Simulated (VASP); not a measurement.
Band structure of PbS (rock salt). All values below come from modified Becke-Johnson potential (mBJ), VASP's PBE PAW potentials (set 64) (plane waves; VASP).

mBJ is a potential without an energy functional, so only the levels count. Unless said otherwise, spin-orbit coupling is left out, though it shifts the bands of the heavy elements here.

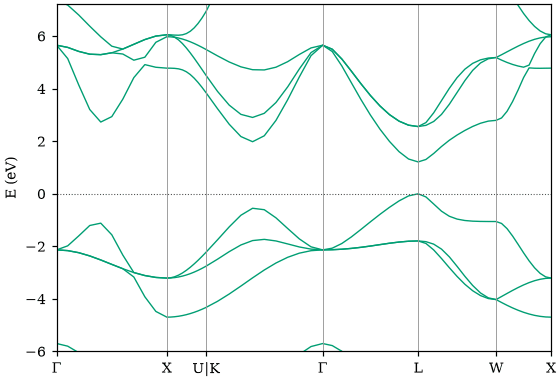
*Bands along high-symmetry lines, zero at the valence-band maximum or, without a gap, the Fermi level*

Read the plot: is there a gap, and where are the band edges?

The gap is direct, 1.21 eV, from the valence maximum at L to the conduction minimum at L.

Measured: gap 0.37 eV (computed value off by +0.84 eV), as given by Wikipedia, List of semiconductor materials.

The compound is PbS in the rock salt structure. It was relaxed first. The cell's shape comes from a PBE relaxation.
